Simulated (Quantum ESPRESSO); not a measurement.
## Projected density of states of magnetic YCrO4

Wanted: the exchange-split electronic structure of YCrO4.

Method: LDA; plane waves with GBRV 1.5 LDA potentials, no spin-orbit coupling, in Quantum ESPRESSO 7.5.

**1. Set-up**

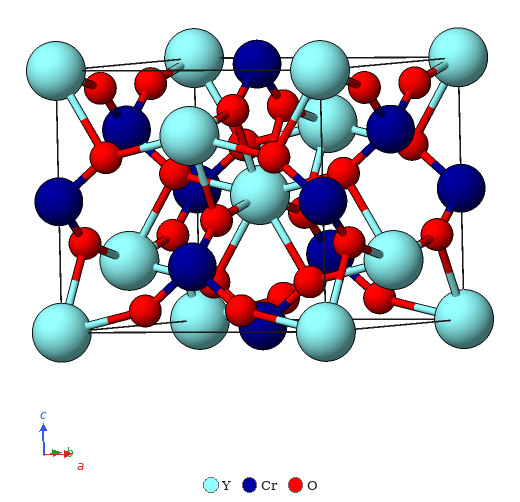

Start, viewed slightly off an axis; yttrium light teal, chromium blue, oxygen red. This picture shows the conventional cell, with its axes. Some periodic images of atoms are drawn too.

As a file:

```cif
data_structure
_symmetry_space_group_name_H-M 'I4_1/amd:1'
_symmetry_Int_Tables_number 141
_cell_length_a 7.1120
_cell_length_b 7.1120
_cell_length_c 6.2510
_cell_angle_alpha 90.000
_cell_angle_beta 90.000
_cell_angle_gamma 90.000
_cell_volume 316.18
loop_
_atom_site_label
_atom_site_type_symbol
_atom_site_symmetry_multiplicity
_atom_site_Wyckoff_symbol
_atom_site_fract_x
_atom_site_fract_y
_atom_site_fract_z
_atom_site_occupancy
Y1 Y 4 a 0.00000 0.00000 0.00000 1
Cr1 Cr 4 b 0.00000 0.00000 0.50000 1
O1 O 16 h 0.00000 0.18200 0.33200 1
```

The cell comes from the Crystallography Open Database.

**2. Ground-state run**

This state came out lowest in a comparison of starts that is told elsewhere.

pw.in

```
&CONTROL
  calculation = 'scf'
  prefix = 'pwscf'
  outdir = './tmp'
  pseudo_dir = './pseudo'
  disk_io = 'low'
/
&SYSTEM
  ibrav = 0
  celldm(1) = 8
  nat = 12
  ntyp = 3
  ecutwfc = 40
  ecutrho = 280
  nbnd = 71
  occupations = 'smearing'
  smearing = 'fd'
  degauss = 0.00367493
  nspin = 2
  starting_magnetization(1) = 0
  starting_magnetization(2) = 0.2143
  starting_magnetization(3) = 0
/
&ELECTRONS
  conv_thr = 2.4d-08
  electron_maxstep = 150
  mixing_beta = 0.3
/
ATOMIC_SPECIES
Y      88.9058 y_lda_v1.4.uspp.F.UPF
Cr     51.9961 cr_lda_v1.5.uspp.F.UPF
O      15.9990 o_lda_v1.2.uspp.F.UPF
CELL_PARAMETERS alat
  -0.8399832623962    0.8399832623962    0.7382923753147
   0.8399832623962   -0.8399832623962    0.7382923753147
   0.8399832623962    0.8399832623962   -0.7382923753147
ATOMIC_POSITIONS crystal
Y       0.0000000000    0.0000000000    0.0000000000
Y       0.7500000000    0.2500000000    0.5000000000
Cr      0.5000000000    0.5000000000    0.0000000000
Cr      0.2500000000    0.7500000000    0.5000000000
O       0.5140000000    0.3320000000    0.1820000000
O       0.0820000000    0.4000000000    0.3180000000
O       0.1500000000    0.3320000000    0.8180000000
O       0.0820000000    0.7640000000    0.6820000000
O       0.2360000000    0.9180000000    0.3180000000
O       0.6680000000    0.4860000000    0.8180000000
O       0.6000000000    0.9180000000    0.6820000000
O       0.6680000000    0.8500000000    0.1820000000
K_POINTS automatic
4 4 4 0 0 0
```

Command:

```console
> OMP_NUM_THREADS=1 mpirun -n 4 pw.x -nk 4 -in pw.in > pw.out
```

The program printed:

```text
Program PWSCF v.7.5 starts

     Message from routine setup:
     using ibrav=0 with symmetry is DISCOURAGED, use correct ibrav instead

     K-points division:     npool     =       4
     Subspace diagonalization in iterative solution of the eigenvalue problem:

     bravais-lattice index     =            0
     lattice parameter (alat)  =       8.0000  a.u.
     unit-cell volume          =    1066.8408 (a.u.)^3
     number of atoms/cell      =           12
     number of atomic types    =            3
     number of electrons       =        98.00
     number of Kohn-Sham states=           71
     kinetic-energy cutoff     =      40.0000  Ry
     charge density cutoff     =     280.0000  Ry
     scf convergence threshold =      2.4E-08
     mixing beta               =       0.3000
     number of iterations used =            8  plain     mixing
     Exchange-correlation= SLA  PZ   NOGX NOGC
                           (   1   1   0   0   0   0   0)

     celldm(1)=   8.000000  celldm(2)=   0.000000  celldm(3)=   0.000000
     celldm(4)=   0.000000  celldm(5)=   0.000000  celldm(6)=   0.000000

     crystal axes: (cart. coord. in units of alat)
               a(1) = (  -0.839983   0.839983   0.738292 )
               a(2) = (   0.839983  -0.839983   0.738292 )
               a(3) = (   0.839983   0.839983  -0.738292 )

     reciprocal axes: (cart. coord. in units 2 pi/alat)
               b(1) = ( -0.000000  0.595250  0.677238 )
               b(2) = (  0.595250 -0.000000  0.677238 )
               b(3) = (  0.595250  0.595250  0.000000 )

     PseudoPot. # 1 for Y  read from file:
     y_lda_v1.4.uspp.F.UPF
     Pseudo is Ultrasoft + core correction, Zval = 11.0

     PseudoPot. # 2 for Cr read from file:
     cr_lda_v1.5.uspp.F.UPF
     Pseudo is Ultrasoft + core correction, Zval = 14.0

     PseudoPot. # 3 for O  read from file:
     o_lda_v1.2.uspp.F.UPF
     Pseudo is Ultrasoft + core correction, Zval =  6.0

     atomic species   valence    mass     pseudopotential
     Y                11.00    88.90580     Y ( 1.00)
     Cr               14.00    51.99610     Cr( 1.00)
     O                 6.00    15.99900     O ( 1.00)

     Starting magnetic structure
     atomic species   magnetization
     Y               0.000
     Cr              0.214
     O               0.000

     16 Sym. Ops., with inversion, found ( 8 have fractional translation)

   Cartesian axes

     site n.     atom                  positions (alat units)
         1        Y      tau(   1) = (   0.0000000   0.0000000   0.0000000  )
         2        Y      tau(   2) = (   0.0000000   0.8399833   0.3691462  )
         3        Cr     tau(   3) = (   0.0000000   0.0000000   0.7382924  )
         4        Cr     tau(   4) = (   0.8399833   0.0000000   0.3691462  )
         5        O      tau(   5) = (   0.0000000   0.3057539   0.4902261  )
         6        O      tau(   6) = (   0.5342294  -0.0000000   0.1210799  )
         7        O      tau(   7) = (   0.8399833   0.5342294  -0.2480662  )
         8        O      tau(   8) = (   1.1457372   0.0000000   0.1210799  )
         9        O      tau(   9) = (   0.8399833  -0.3057539   0.6172124  )
        10        O      tau(  10) = (   0.5342294   0.8399833   0.2480662  )
        11        O      tau(  11) = (   0.8399833   0.3057539   0.6172124  )
        12        O      tau(  12) = (   0.3057539   0.0000000   0.9863586  )

     number of k points=    13  Fermi-Dirac smearing, width (Ry)=  0.0037
                       cart. coord. in units 2pi/alat
        k(    1) = (   0.0000000   0.0000000   0.0000000), wk =   0.0156250
        k(    2) = (   0.1488125   0.1488125   0.0000000), wk =   0.0625000
        k(    3) = (  -0.2976250  -0.2976250   0.0000000), wk =   0.0312500
        k(    4) = (   0.1488125  -0.0000000   0.1693096), wk =   0.1250000
        k(    5) = (   0.2976250   0.1488125   0.1693096), wk =   0.2500000
        [... 8 further k-points ...]

     Dense  grid:    84471 G-vectors     FFT dimensions: (  60,  60,  60)

     Smooth grid:    36447 G-vectors     FFT dimensions: (  48,  48,  48)

     Check: negative core charge=   -0.000005
     Generating pointlists ...
     new r_m :   0.2260 (alat units)  1.8077 (a.u.) for type    1
     new r_m :   0.1624 (alat units)  1.2993 (a.u.) for type    2
     new r_m :   0.1624 (alat units)  1.2993 (a.u.) for type    3

     Initial potential from superposition of free atoms

     starting charge      95.9924, renormalised to      98.0000

     negative rho (up, down):  1.414E-03 9.026E-04
     Starting wfcs are   78 randomized atomic wfcs

     Self-consistent Calculation

     iteration #  1     ecut=    40.00 Ry     beta= 0.30
     Davidson diagonalization with overlap
     ethr =  1.00E-02,  avg # of iterations =  3.4

     negative rho (up, down):  1.352E-03 1.536E-03

     total energy              =    -795.26673824 Ry
     estimated scf accuracy    <       3.48435502 Ry

     total magnetization       =     2.00 Bohr mag/cell
     absolute magnetization    =     2.63 Bohr mag/cell

     iteration #  2     ecut=    40.00 Ry     beta= 0.30
     Davidson diagonalization with overlap
     ethr =  3.56E-03,  avg # of iterations =  2.0

     negative rho (up, down):  9.978E-04 1.502E-03

     total energy              =    -795.50978774 Ry
     estimated scf accuracy    <       3.67058206 Ry

     total magnetization       =     2.00 Bohr mag/cell
     absolute magnetization    =     2.93 Bohr mag/cell

     [... further iterations left out ...]

     iteration # 12     ecut=    40.00 Ry     beta= 0.30
     Davidson diagonalization with overlap
     ethr =  2.22E-09,  avg # of iterations =  1.6

     negative rho (up, down):  6.077E-04 2.204E-03

     total energy              =    -796.07489435 Ry
     estimated scf accuracy    <       0.00000005 Ry

     total magnetization       =     1.93 Bohr mag/cell
     absolute magnetization    =     2.08 Bohr mag/cell

     iteration # 13     ecut=    40.00 Ry     beta= 0.30
     Davidson diagonalization with overlap
     ethr =  4.93E-11,  avg # of iterations =  3.5

     negative rho (up, down):  6.072E-04 2.205E-03

     Magnetic moment per site  (integrated on atomic sphere of radius R)
     atom   1 (R=0.226)  charge=  7.3612  magn=  0.0143
     atom   2 (R=0.226)  charge=  7.3612  magn=  0.0143
     atom   3 (R=0.162)  charge=  9.8305  magn=  0.6650
     atom   4 (R=0.162)  charge=  9.8305  magn=  0.6650
     atom   5 (R=0.162)  charge=  4.5910  magn=  0.0098
     atom   6 (R=0.162)  charge=  4.5910  magn=  0.0098
     atom   7 (R=0.162)  charge=  4.5910  magn=  0.0098
     atom   8 (R=0.162)  charge=  4.5910  magn=  0.0098
     atom   9 (R=0.162)  charge=  4.5910  magn=  0.0098
     atom  10 (R=0.162)  charge=  4.5910  magn=  0.0098
     atom  11 (R=0.162)  charge=  4.5910  magn=  0.0098
     atom  12 (R=0.162)  charge=  4.5910  magn=  0.0098

     End of self-consistent calculation

     [... lines left out ...]
     the Fermi energy is     8.8607 ev

!    total energy              =    -796.07489437 Ry
     estimated scf accuracy    <          9.3E-09 Ry
     smearing contrib. (-TS)   =      -0.00495115 Ry
     internal energy E=F+TS    =    -796.06994322 Ry

     The total energy is F=E-TS. E is the sum of the following terms:
     one-electron contribution =    -395.56666289 Ry
     hartree contribution      =     240.00145244 Ry
     xc contribution           =    -156.24687477 Ry
     ewald contribution        =    -484.25785800 Ry

     total magnetization       =     1.93 Bohr mag/cell
     absolute magnetization    =     2.08 Bohr mag/cell

     convergence has been achieved in  13 iterations

=------------------------------------------------------------------------------=
   JOB DONE.
=------------------------------------------------------------------------------=
```

Elapsed: 63 s, on 4 MPI ranks of Arm Neoverse V2, shared host; peak memory 0.99 GiB.

Spin moment in the atom's sphere by atom:

| atom | spin moment in the atom's sphere (μB) |
| --- | --- |
| Y1 | 0.014 |
| Y2 | 0.014 |
| Cr3 | 0.665 |
| Cr4 | 0.665 |
| O5 | 0.010 |
| O6 | 0.010 |
| O7 | 0.010 |
| O8 | 0.010 |
| O9 | 0.010 |
| O10 | 0.010 |
| O11 | 0.010 |
| O12 | 0.010 |

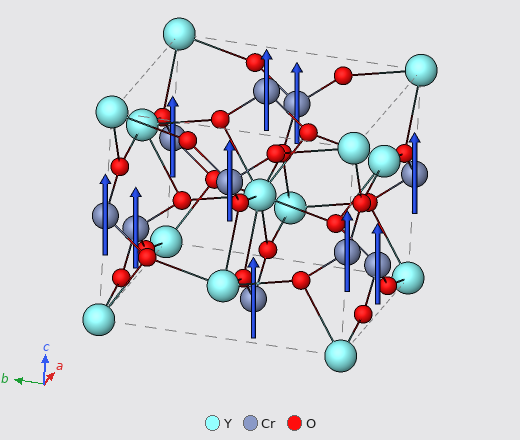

Spin moment in the atom's sphere as arrows, the longest 0.665 μB. Up and down stand for the sign. Arrows give size and sign along the axis of quantisation, drawn up and down the page. Some periodic images of atoms are drawn too.

Read from the output:

```
smearing term TS       : 0.06736 eV
magnetization          : 1.933 μB
absolute magnetization : 2.075 μB
final state            : ferromagnetic
```

[end of part 1 of 2]

[Logs and program files are shortened in this print: banners, set-up blocks, solver, clock and traceback lines can be left out without a mark of their own.]

[Logs are printed without paths, hosts, clocks, repeated set-up lines and the standing remarks that a program may print on its own settings, such as how far it seeks lower states.]

[Hosts, paths, dates, database ids (printed as entryN), source tags and the programs' standing remarks are cut or masked in the printed files.]

[Where a cell is said to come from a database of computed structures, the database is the Materials Project.]
